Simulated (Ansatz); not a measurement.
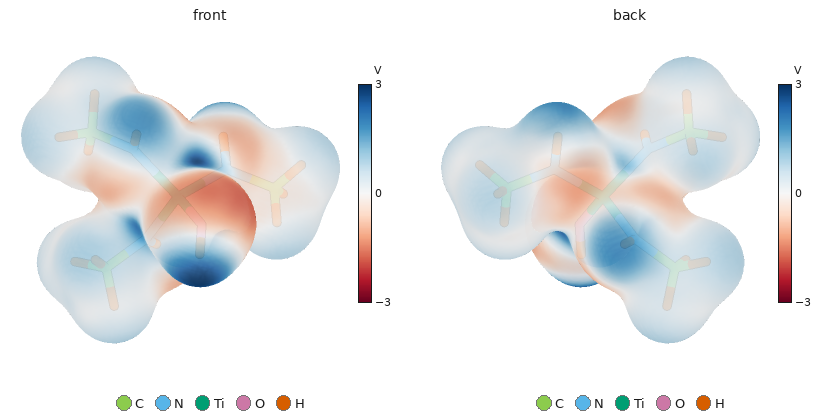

*C$_{3}$H$_{13}$N$_{3}$OTi (SMILES C[NH][Ti]([OH])([NH]C)[NH]C). The molecular electrostatic potential painted on the density surface at 0.004 e/bohr³, seen from the front and from behind; the colour scale runs from red (negative) to blue (positive).*

Geometry: PBE0-D4/def2-TZVP.

The calculation used Ansatz 0.2.0, RKS PBE0-D4/def2-TZVPP.

```
atom    x (Å)    y (Å)    z (Å)
   C  -2.6558  -1.7304  -0.2508
   N  -1.2678  -1.5373   0.0980
  Ti  -0.4277   0.1253   0.4048
   O  -1.5619   1.3014   1.2004
   N   1.1175  -0.1349   1.4646
   C   2.4759  -0.4597   1.1015
   N   0.1947   0.6900  -1.2886
   C   0.8983   1.9257  -1.5376
   H  -3.1408  -0.7621  -0.4010
   H  -3.2185  -2.2532   0.5329
   H  -2.7725  -2.2981  -1.1833
   H  -0.7978  -2.4080   0.3051
   H  -1.8693   2.1976   1.0813
   H   1.0229   0.0317   2.4600
   H   2.5514  -0.5558   0.0165
   H   2.8080  -1.4109   1.5385
   H   3.1898   0.3134   1.4145
   H   0.0333   0.1544  -2.1293
   H   1.8763   1.7613  -2.0083
   H   1.0871   2.4460  -0.5935
   H   0.3323   2.6144  -2.1785
```

Question: Describe the electrostatic potential map.

Answer: The most negative region (about −1.7 V, or −39 kcal/mol for a unit charge) lies over O4, the most positive (about +2.8 V, or +65 kcal/mol for a unit charge) over Ti3 and H13. O4 is the likeliest acceptor of a hydrogen bond.
